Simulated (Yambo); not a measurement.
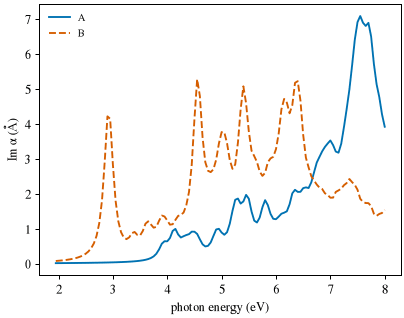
Figure. Two computed absorption spectra of a free-standing AgI monolayer (symmetry P-3m1, slab cell 17.3 Å high) (Yambo, PBEsol bands with the same scissor, field along x)

Question: Which curve includes the electron-hole attraction (BSE), and where are its main peaks?

Answer: Curve B: the attraction moves weight to lower energy (centre of the plotted range 5.5 eV against 6.7 eV). Its peaks lie at 4.5 eV, 5.4 eV, 6.2 eV, 6.4 eV. Settings: 12×12×1 mesh, 12 valence and 4 conduction bands, static screening with 82 bands and a 3 Ry block, scissor 1.91 eV, Tamm-Dancoff, stochastic integration of W near q = 0. The scissor comes from a G0W0 run whose convergence isn't established. Broadening 0.1 eV. The band window holds all transitions up to 8.0 eV. Fine structure above the onset can come from the mesh.

Spin-orbit coupling is not included.

Geometry relaxed with PBEsol; primitive cell a = b = 4.410 Å, c = 17.300 Å, α = β = 90.00°, γ = 120.00°.

This is a model layer cut from the bulk structure; whether it is stable on its own was not checked.
